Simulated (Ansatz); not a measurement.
**C3H6FGaO: density, localisation and related maps**

| atom | x (Å) | y (Å) | z (Å) |
| --- | --- | --- | --- |
| C | -0.8627 | -1.0174 | 0.7433 |
| C | -0.4404 | 0.2196 | 0.0040 |
| F | -1.5910 | 0.8963 | -0.4045 |
| C | 0.5248 | 0.0021 | -1.1788 |
| O | 1.7011 | 0.7437 | -0.8671 |
| Ga | 1.0316 | 1.4284 | 0.6837 |
| H | 0.0115 | -1.5824 | 1.0771 |
| H | -1.4564 | -1.6658 | 0.0889 |
| H | -1.4668 | -0.7692 | 1.6175 |
| H | 0.0598 | 0.3676 | -2.1016 |
| H | 0.7732 | -1.0588 | -1.3097 |
| H | 1.7153 | 2.4357 | 1.6472 |

Geometry: PBE0-D4/def2-TZVP.

Theory: RKS PBE0-D4/def2-TZVPP in Ansatz 0.2.0.

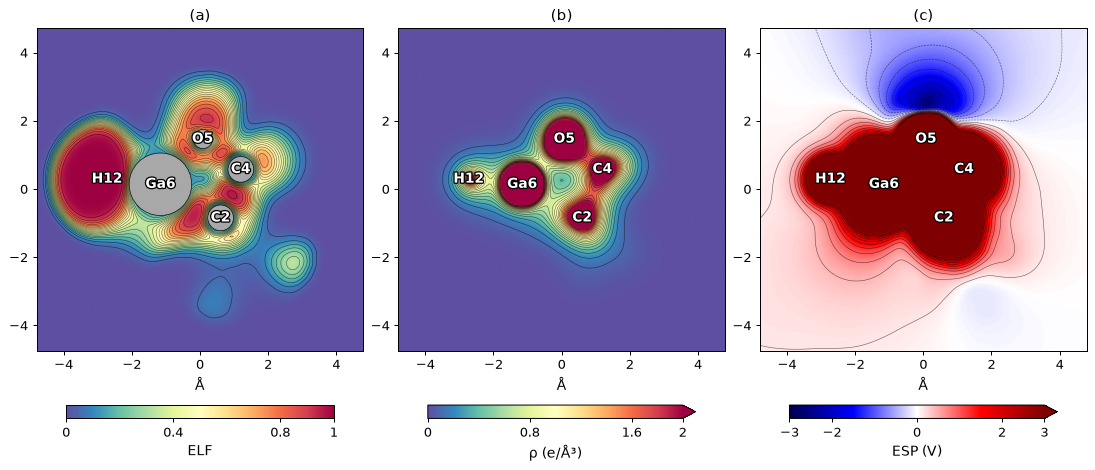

Figure 1. (a) ELF; (b) total electron density; (c) molecular electrostatic potential on the plane of atoms O5, Ga6 and H12. Grey discs cover the atomic cores in the ELF map.

### What do the fields say about this system?

- The section cuts through C, O, Ga and H sites.
- C–O (1.43 Å): the density is about 2 e/Å³ at the midpoint, with its minimum of 1.8 e/Å³ about 0.5 Å from C; the ELF peaks at about 0.85 between the atoms: a shared but strongly polarised pair.
- Ga–O (1.82 Å): the density is about 0.86 e/Å³ at the midpoint; the ELF peaks at about 0.85 in the valence shell of O, 0.6 Å from its nucleus, and is about 0.25 at the midpoint.
- C–Ga (2.02 Å): ρ is about 0.73 e/Å³ halfway; the ELF peaks at about 0.90 in the valence shell of C, 0.7 Å from its nucleus, and is about 0.60 at the midpoint.
- C–C (1.54 Å): ρ is about 1.7 e/Å³ halfway; the ELF peaks at about 0.95 between the atoms; localised, covalent bonding.
- The ELF also peaks beside O5, away from the bonds: lone-pair regions.
- Outside the dense part of the molecule the potential is most negative (−2.5 V) near O5.

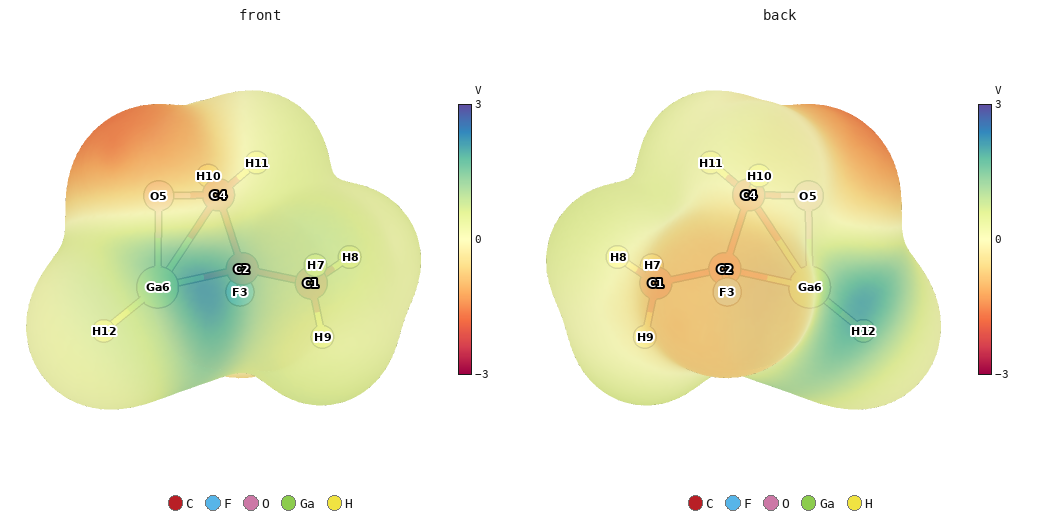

Figure 2. The molecular electrostatic potential painted on the density surface at 0.001 e/bohr³, seen from the front and from behind; red is negative and blue positive.

### Where is the surface potential most negative and most positive?

The most negative region (about −1.6 V, or −37 kcal/mol for a unit charge) lies over O5, the most positive (about +2.0 V, or +46 kcal/mol for a unit charge) over Ga6. O5 is the likeliest acceptor of a hydrogen bond.

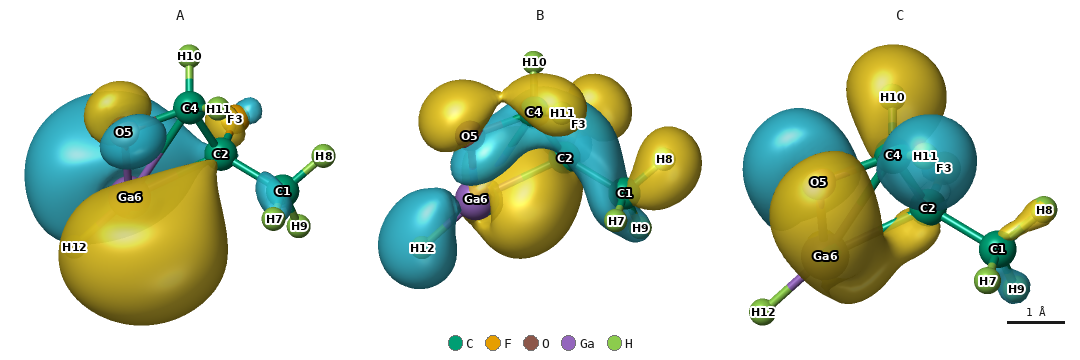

Figure 3. Three frontier orbitals at ±0.08 Å⁻³ᐟ² (yellow and cyan are the two phases), in no order.

### Order the three orbitals by energy and name them.

C is the HOMO−1 (−7.72 eV). Its weight (Hirshfeld) is mainly on O5 (about 60 %), C4 (about 15 %), Ga6 (about 10 %) and H10 (about 10 %). B is the HOMO (−7.23 eV). Its weight (Hirshfeld) is mainly on C2 (about 30 %), Ga6 (about 20 %), F3 (about 15 %), O5 (about 10 %), C1 (about 5 %) and C4 (about 5 %). A is the LUMO (−1.35 eV). It lies mainly on Ga6 (about 75 %), O5 (about 5 %) and H12 (about 5 %).

### What is the HOMO–LUMO gap?

5.88 eV between the orbital energies.
